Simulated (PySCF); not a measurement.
```xyz
11

C     1.4061    0.6368   -0.0855
Si    0.3023   -0.8109    0.1586
C    -1.7046    0.0932   -0.0917
H     2.4347    0.2299    0.0151
H     1.2786    1.4098    0.6864
H     1.3241    1.0759   -1.0907
H     0.0949   -1.3290    1.5331
H     0.1864   -1.8123   -0.9297
H    -2.2504   -0.8455    0.0786
H    -1.6807    0.8308    0.7202
H    -1.6139    0.4577   -1.1227
```

Geometry: PBE0-D3(BJ)/def2-SVP.

Level of theory: DFT single point, gas phase, functional wB97X in PySCF.

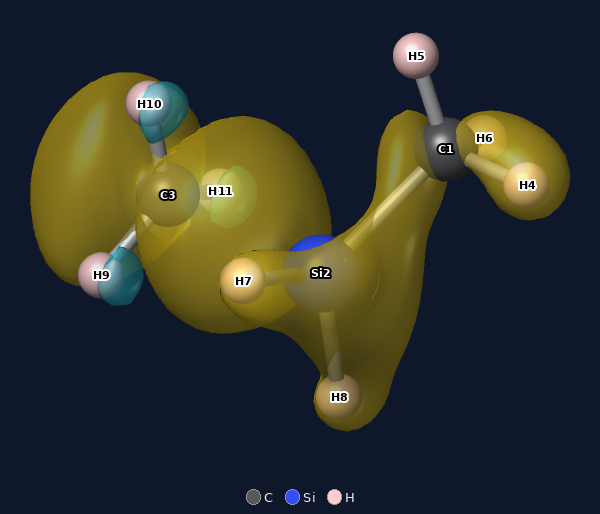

CH₅Si···CH₃ (charge +1, doublet). Isosurfaces of the spin density at +0.015 (yellow) and −0.015 e/Å³ (cyan), seen at a tilt.

Q: Where is the unpaired spin?

A: The unpaired spin (1 electron) lies mostly on C3 (about 0.6) and Si2 (about 0.2), in electrons by Hirshfeld's partition.
